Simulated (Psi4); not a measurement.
# GeNH3 (SMILES [N][GeH3]): U-wB97X-D/may-cc-pVTZ (sweep point 7)

What is the energy change on altering one bond length of GeNH3 at U-wB97X-D/may-cc-pVTZ (sweep point 7)? 

Program for the calculation: Psi4 1.11.

### 1 Starting point

GeNH3: 5 atoms, total charge 0, spin state triplet. SMILES: `[N][GeH3]`. Geometry: a GFN2-xTB relaxation, a rough one for these elements and not checked as a minimum.

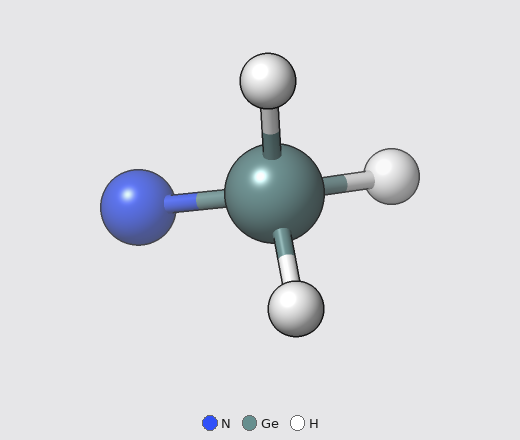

Viewed from a chosen angle; nitrogen blue, germanium teal, hydrogen white.

### 2 The energy at U-wB97X-D/may-cc-pVTZ (sweep point 7)

Input file job.dat:

```
memory 1.6 GB

molecule system {
  0 3
  N     -0.957900     0.020900     1.433700
  Ge     0.005750    -0.000130    -0.008750
  H     -0.726050     0.592710    -1.180850
  H      0.400050    -1.397520    -0.399400
  H      1.278160     0.784040     0.155290
  symmetry c1
}

set reference uks
set puream true
set scf_type pk
set dft_radial_points 99
set dft_spherical_points 590
set maxiter 150

energy_value = energy('wb97x-d/may-cc-pVTZ')
```

On the command line:

```
psi4 -n 1 job.dat job.out
```

job.out, cut to the lines that bear on the results:

```text
[...]
  Running in c1 symmetry.
[...]
  Nuclear repulsion =  106.905912377273538
[...]
  Multiplicity = 3
[...]
  Nalpha       = 22
  Nbeta        = 20
[...]
    Number of basis functions: 123
[...]
   @UKS iter   1: -2132.28150487894345   -2.33993e+00   1.81260e-02 ADIIS/DIIS
[...]
   @UKS iter   9: -2133.52015716235610   -4.13786e-07   7.21704e-07 DIIS
[...]
   @S^2 Observed:                2.009793363E+00
[...]
    Orbital Energies [Eh]
    ---------------------
    Alpha Occupied:
       1A   -399.009274     2A    -49.963744     3A    -44.460562
       4A    -44.460561     5A    -44.460085     6A    -14.502999
       7A     -6.346851     8A     -4.510357     9A     -4.510135
      10A     -4.510134    11A     -1.330246    12A     -1.325745
      13A     -1.325744    14A     -1.322064    15A     -1.322063
      16A     -0.936320    17A     -0.642689    18A     -0.480218
      19A     -0.480197    20A     -0.431341    21A     -0.396893
      22A     -0.396877
    Alpha Virtual:
      23A      0.043638    24A      0.047991    25A      0.055643
[...]
  @UKS Final Energy: -2133.52015716235610
   => Energetics <=
    Nuclear Repulsion Energy =            106.9059123772735376
    One-Electron Energy =               -3183.3400192241601872
    Two-Electron Energy =                1007.5158841893744466
    DFT Exchange-Correlation Energy =     -64.6009140493314646
    Empirical Dispersion Energy =          -0.0010204555123793
    VV10 Nonlocal Energy =                  0.0000000000000000
    Total Energy =                      -2133.5201571623560994
[...]
 Multipole Moments:
 ------------------------------------------------------------------------------------
     Multipole            Electronic (a.u.)      Nuclear  (a.u.)        Total (a.u.)
 ------------------------------------------------------------------------------------
 L = 1.  Multiply by 2.5417464519 to convert [e a0] to [Debye]
 Dipole X            :          0.3674353           -0.0267490            0.3406862
 Dipole Y            :         -0.0080429            0.0006068           -0.0074361
 Dipole Z            :         -0.5509433            0.0407672           -0.5101761
 Magnitude           :                                                    0.6135161
[...]
```

Run time: 2 min. Hardware: 1 thread of Intel Xeon Platinum 8259CL at 2.50GHz (Skylake/Cascade Lake), shared host; peak memory 1.8 GiB.

### 3 The distorted shape

Input file input.in:

```
memory 1600 MB

molecule geom {
  0 3
  N     -1.150615     0.025106     1.722167
  Ge     0.005750    -0.000130    -0.008750
  H     -0.726050     0.592710    -1.180850
  H      0.400050    -1.397520    -0.399400
  H      1.278160     0.784040     0.155290
  symmetry c1
}

set reference uks
set puream true
set scf_type pk
set dft_radial_points 99
set dft_spherical_points 590
set maxiter 150

energy_value, wavefunction = energy("wb97x-d/may-cc-pVTZ", return_wfn=True)
print_variables()
```

On the command line:

```
psi4 input.in input.out -n 1
```

input.out, cut to the lines that bear on the results:

```text
[...]
  Running in c1 symmetry.
[...]
  Nuclear repulsion =   95.101041241928655
[...]
  Multiplicity = 3
[...]
  Nalpha       = 22
  Nbeta        = 20
[...]
    Number of basis functions: 123
[...]
   @UKS iter   1: -2132.24613121755920   -2.68296e+00   1.80704e-02 ADIIS/DIIS
[...]
   @UKS iter  10: -2133.52049994294794   -1.43518e-07   4.61383e-07 DIIS
[...]
   @S^2 Observed:                2.017429299E+00
[...]
    Orbital Energies [Eh]
    ---------------------
    Alpha Occupied:
       1A   -399.021554     2A    -49.973214     3A    -44.470685
       4A    -44.470028     5A    -44.470028     6A    -14.513676
       7A     -6.353204     8A     -4.517206     9A     -4.515898
      10A     -4.515897    11A     -1.330636    12A     -1.330635
      13A     -1.330054    14A     -1.327320    15A     -1.327319
      16A     -0.889609    17A     -0.653995    18A     -0.456016
      19A     -0.455988    20A     -0.411515    21A     -0.402107
      22A     -0.402098
    Alpha Virtual:
      23A      0.026179    24A      0.047530    25A      0.055902
[...]
  @UKS Final Energy: -2133.52049994294794
   => Energetics <=
    Nuclear Repulsion Energy =             95.1010412419286553
    One-Electron Energy =               -3159.7159652016998734
    Two-Electron Energy =                 995.6221039172648943
    DFT Exchange-Correlation Energy =     -64.5266723918335856
    Empirical Dispersion Energy =          -0.0010075086082662
    VV10 Nonlocal Energy =                  0.0000000000000000
    Total Energy =                      -2133.5204999429483905
[...]
 Multipole Moments:
 ------------------------------------------------------------------------------------
     Multipole            Electronic (a.u.)      Nuclear  (a.u.)        Total (a.u.)
 ------------------------------------------------------------------------------------
 L = 1.  Multiply by 2.5417464519 to convert [e a0] to [Debye]
 Dipole X            :          0.6085352           -0.2209757            0.3875595
 Dipole Y            :         -0.0133132            0.0048458           -0.0084674
 Dipole Z            :         -0.9118550            0.3314969           -0.5803581
 Magnitude           :                                                    0.6979180
[...]
```

Wall time 2 min (1 thread of Intel Xeon Platinum 8259CL at 2.50GHz (Skylake/Cascade Lake), shared host); peak memory 1.8 GiB.

### 4 What came out

At U-wB97X-D/may-cc-pVTZ (sweep point 7):

| quantity | value |
| --- | --- |
| first shape: total energy | -2133.52016 Eh |
| first shape: dipole moment | 1.56 D |
| first shape: HOMO energy (highest over α and β) | -10.56 eV |
| first shape: LUMO energy (lowest over α and β) | -1.41 eV |
| first shape: dispersion energy | -2.68 kJ/mol |
| first shape: ⟨S²⟩ | 2.010 |
| distorted shape: total energy | -2133.52050 Eh |
| distorted shape: dipole moment | 1.77 D |
| distorted shape: HOMO energy (highest over α and β) | -9.98 eV |
| distorted shape: LUMO energy (lowest over α and β) | -0.84 eV |
| distorted shape: dispersion energy | -2.65 kJ/mol |
| distorted shape: ⟨S²⟩ | 2.017 |
| energy change with the N1–Ge2 bond stretched from 1.735 to 2.082 Å | -0.009 eV |

In words: With the N1–Ge2 bond stretched from 1.735 to 2.082 Å the energy falls by 0.01 eV (0.2 kcal/mol). The first shape isn't relaxed at this level, so the change isn't measured from a minimum.
